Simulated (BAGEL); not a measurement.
**RI-MP2/cc-pVDZ (density fitting with qzvpp-jkfit) run of SiH4S3 (SMILES S[SiH](S)S)**

Aim: the energy change on altering one bond length of SiH4S3 at RI-MP2/cc-pVDZ (density fitting with qzvpp-jkfit), from 2 runs. 

Program for the calculation: BAGEL 1.2.2.

2 further runs of the same task are left out: 2 that didn't finish. Runs told in other sessions of the task aren't counted.

## Step 1: The system as given

SiH4S3 has 8 atoms, charge 0, and is taken as a singlet. SMILES: `S[SiH](S)S`. The coordinates come from a PBE0-D4/def2-TZVP relaxation. This is one conformer, not always the lowest.

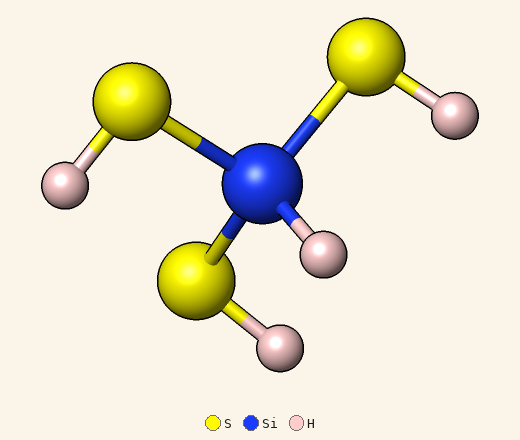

The structure, seen from a chosen angle (sulfur yellow, silicon blue, hydrogen pink).

## Step 2: A single-point energy at RI-MP2/cc-pVDZ (density fitting with qzvpp-jkfit)

input.json reads:

```json
{ "bagel": [

{
  "title": "molecule",
  "basis": "cc-pvdz.json",
  "df_basis": "qzvpp-jkfit",
  "angstrom": "true",
  "geometry": [
    { "atom": "S", "xyz": [      -0.544300,       1.776500,      -1.229100 ] },
    { "atom": "Si", "xyz": [       0.100100,       0.183500,       0.018000 ] },
    { "atom": "S", "xyz": [       2.044800,      -0.262400,      -0.732700 ] },
    { "atom": "S", "xyz": [      -1.377800,      -1.347700,      -0.143500 ] },
    { "atom": "H", "xyz": [      -1.843300,       1.616800,      -0.921300 ] },
    { "atom": "H", "xyz": [       0.241700,       0.523900,       1.454100 ] },
    { "atom": "H", "xyz": [       2.509800,      -0.628200,       0.473600 ] },
    { "atom": "H", "xyz": [      -1.038900,      -1.919600,       1.025200 ] }
  ]
},

{ "title": "hf" },

{ "title": "mp2", "ncore": 20 }

]}
```

The basis set cc-pVDZ is read from a file made from the Basis Set Exchange's data (not shown).

Run with:

```console
$ BAGEL_NUM_THREADS=1 BAGEL input.json > input.out
```

The log of the run:

```text
* using 1 threads per process

  ===============================================================
  ===============================================================

  *** Geometry ***

  { "atom" : "S", "xyz" : [     -1.028578,      3.357098,     -2.322662 ] },
  { "atom" : "Si", "xyz" : [      0.189162,      0.346765,      0.034015 ] },
  { "atom" : "S", "xyz" : [      3.864112,     -0.495864,     -1.384602 ] },
  { "atom" : "S", "xyz" : [     -2.603665,     -2.546784,     -0.271176 ] },
  { "atom" : "H", "xyz" : [     -3.483332,      3.055309,     -1.741005 ] },
  { "atom" : "H", "xyz" : [      0.456747,      0.990028,      2.747851 ] },
  { "atom" : "H", "xyz" : [      4.742835,     -1.187126,      0.894974 ] },
  { "atom" : "H", "xyz" : [     -1.963236,     -3.627518,      1.937347 ] },

  Number of auxiliary basis functions:      584

  Since a DF basis is specified, we compute 2- and 3-index integrals:
    o Being stored without compression. Storage requirement is 0.040 GB

  Number of basis functions:       92
  Number of electrons      :       66

    * METHOD: MOLECULE                             0.34

  *** RHF ***

  === Nuclear Repulsion ===
   339.3810208706

      * DIIS with orbital gradients will be used.

  === RHF iteration (cc-pvdz.json) ===
      0      -1483.88023661          0.00651667           0.13
      1      -1483.93924891          0.00253720           0.11
      2      -1483.94553010          0.00096763           0.11
      3      -1483.94656126          0.00015068           0.10
      4      -1483.94659202          0.00005283           0.11
      5      -1483.94659589          0.00001250           0.11
      6      -1483.94659622          0.00000318           0.11
      7      -1483.94659624          0.00000099           0.11
      8      -1483.94659624          0.00000033           0.11
      9      -1483.94659624          0.00000010           0.11
     10      -1483.94659624          0.00000004           0.11
     11      -1483.94659624          0.00000001           0.11
     12      -1483.94659624          0.00000000           0.11
    * SCF iteration converged.

    * Permanent dipole moment:
           (    0.116708,     0.233763,    -0.996950) a.u.

    * METHOD: HF                                   1.66

  *** RHF ***

  === Nuclear Repulsion ===
   339.3810208706

      * DIIS with orbital gradients will be used.

  === RHF iteration (cc-pvdz.json) ===
      0      -1483.94659624          0.00000000           0.11
    * SCF iteration converged.

    * Permanent dipole moment:
           (    0.116708,     0.233763,    -0.996950) a.u.

  === DF-MP2 calculation ===

    * freezing 20 orbitals
    * 3-index integral transformation done
    * assembly done

      MP2 correlation energy:   -0.4975220723      0.04

      MP2 total energy:       -1484.4441183169

    * METHOD: MP2                                  0.27

  ===============================================================
```

Run time: 2.5 s. Hardware: 1 thread of AMD EPYC 9B14 (Zen 4), shared host; peak memory 0.17 GiB.

## Step 3: The distorted shape at the same level

mp2.json reads:

```json
{ "bagel": [

{
  "title": "molecule",
  "basis": "cc-pvdz.json",
  "df_basis": "qzvpp-jkfit",
  "angstrom": true,
  "geometry": [
    { "atom": "S", "xyz": [   -0.615100,    1.606301,   -1.947147 ] },
    { "atom": "Si", "xyz": [    0.029300,    0.013301,   -0.700047 ] },
    { "atom": "S", "xyz": [    1.974000,   -0.432599,   -1.450747 ] },
    { "atom": "S", "xyz": [   -1.448600,   -1.517899,   -0.861547 ] },
    { "atom": "H", "xyz": [   -1.914100,    1.446601,   -1.639347 ] },
    { "atom": "H", "xyz": [    0.241700,    0.523900,    1.454100 ] },
    { "atom": "H", "xyz": [    2.439000,   -0.798399,   -0.244447 ] },
    { "atom": "H", "xyz": [   -1.109700,   -2.089799,    0.307153 ] }
  ]
},
{
  "title": "hf"
},
{
  "title": "mp2",
  "ncore": 20
}

]}
```

The basis set cc-pVDZ is read from a file made from the Basis Set Exchange's data (not shown).

Run with:

```console
$ BAGEL_NUM_THREADS=1 BAGEL mp2.json > mp2.out
```

The log of the run:

```text
* using 1 threads per process

  ===============================================================
  ===============================================================

  *** Geometry ***

  { "atom" : "S", "xyz" : [     -1.162371,      3.035469,     -3.679575 ] },
  { "atom" : "Si", "xyz" : [      0.055369,      0.025135,     -1.322897 ] },
  { "atom" : "S", "xyz" : [      3.730319,     -0.817494,     -2.741515 ] },
  { "atom" : "S", "xyz" : [     -2.737457,     -2.868413,     -1.628088 ] },
  { "atom" : "H", "xyz" : [     -3.617125,      2.733680,     -3.097917 ] },
  { "atom" : "H", "xyz" : [      0.456747,      0.990028,      2.747851 ] },
  { "atom" : "H", "xyz" : [      4.609042,     -1.508755,     -0.461938 ] },
  { "atom" : "H", "xyz" : [     -2.097029,     -3.949148,      0.580435 ] },

  Number of auxiliary basis functions:      584

  Since a DF basis is specified, we compute 2- and 3-index integrals:
    o Being stored without compression. Storage requirement is 0.040 GB

  Number of basis functions:       92
  Number of electrons      :       66

    * METHOD: MOLECULE                             0.33

  *** RHF ***

  === Nuclear Repulsion ===
   336.2542487591

      * DIIS with orbital gradients will be used.

  === RHF iteration (cc-pvdz.json) ===
      0      -1483.80396545          0.00601324           0.12
      1      -1483.85872141          0.00231795           0.11
      2      -1483.86480890          0.00089160           0.11
      3      -1483.86575456          0.00015191           0.11
      4      -1483.86578551          0.00005718           0.11
      5      -1483.86578982          0.00001419           0.10
      6      -1483.86579028          0.00000381           0.11
      7      -1483.86579031          0.00000114           0.11
      8      -1483.86579031          0.00000039           0.11
      9      -1483.86579031          0.00000013           0.11
     10      -1483.86579031          0.00000005           0.11
     11      -1483.86579031          0.00000002           0.11
     12      -1483.86579031          0.00000001           0.11
    * SCF iteration converged.

    * Permanent dipole moment:
           (    0.174903,     0.418102,    -0.366452) a.u.

    * METHOD: HF                                   1.62

  *** RHF ***

  === Nuclear Repulsion ===
   336.2542487591

      * DIIS with orbital gradients will be used.

  === RHF iteration (cc-pvdz.json) ===
      0      -1483.86579031          0.00000000           0.10
    * SCF iteration converged.

    * Permanent dipole moment:
           (    0.174903,     0.418102,    -0.366452) a.u.

  === DF-MP2 calculation ===

    * freezing 20 orbitals
    * 3-index integral transformation done
    * assembly done

      MP2 correlation energy:   -0.5050910014      0.04

      MP2 total energy:       -1484.3708813135

    * METHOD: MP2                                  0.26

  ===============================================================
```

Run time: 2.4 s. Hardware: 1 thread of AMD EPYC 9B14 (Zen 4), shared host; peak memory 0.17 GiB.

## Step 4: Results

At RI-MP2/cc-pVDZ (density fitting with qzvpp-jkfit), 20 core orbitals frozen:

| quantity | value |
| --- | --- |
| first shape: total energy | -1484.44412 Eh |
| first shape: correlation energy (20 core orbitals frozen) | -497.5 mEh |
| distorted shape: total energy | -1484.37088 Eh |
| distorted shape: correlation energy (20 core orbitals frozen) | -505.1 mEh |
| energy change with the Si2–H6 bond stretched from 1.483 to 2.224 Å | 1.993 eV |

**Reading.** One bond (distorted shape) is far stretched, which a spin-restricted single reference describes badly; perturbation theory on it can break down and give far too much correlation. With the Si2–H6 bond stretched from 1.483 to 2.224 Å the energy rises by 1.99 eV (46 kcal/mol). The first shape isn't relaxed at this level, so the change isn't measured from a minimum. A restricted reference can't describe the breaking bond well at this length.
